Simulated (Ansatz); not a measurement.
Method: PBE (plane waves to 420 eV, PAW; Ansatz, a quantum-chemistry and plane-wave program).

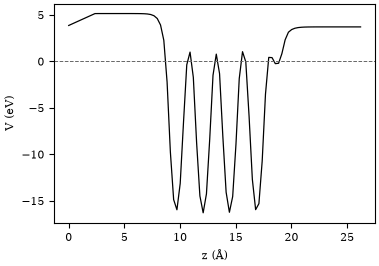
Figure. Plane-averaged electrostatic potential energy along the normal, in eV from the Fermi level, for Co on the 1x1 (111) surface of fcc Au (the real clean face reconstructs), one in a 2x2 cell, started at the site 'hollow Au-Au-Au over Au at depth 2.4 Å'

Slab: 17 atoms, 7.2 Å thick at the start under the adsorbate (thin: gaps and levels are the slab's own); k 6x6x1, smearing 0.1 eV, dipole-corrected; 8 atoms held, the rest relaxed; start symmetry kept, larger cells not searched; spin-polarised, no spin-orbit, no U, no dispersion correction. At the end it is bonded to 3 Au. In PBE it is, or lies within 0.03 eV of, the lowest of the starts that converged.

Task: The surface cell has an area of 29.93 Å². What dipole along the normal does the step between the two vacuum levels imply?

Result: the top vacuum level lies 1.44 eV below the bottom one; p = −ε₀ A ΔV (ε₀ = 0.005526 e/(V·Å)) gives 0.24 e·Å a cell.
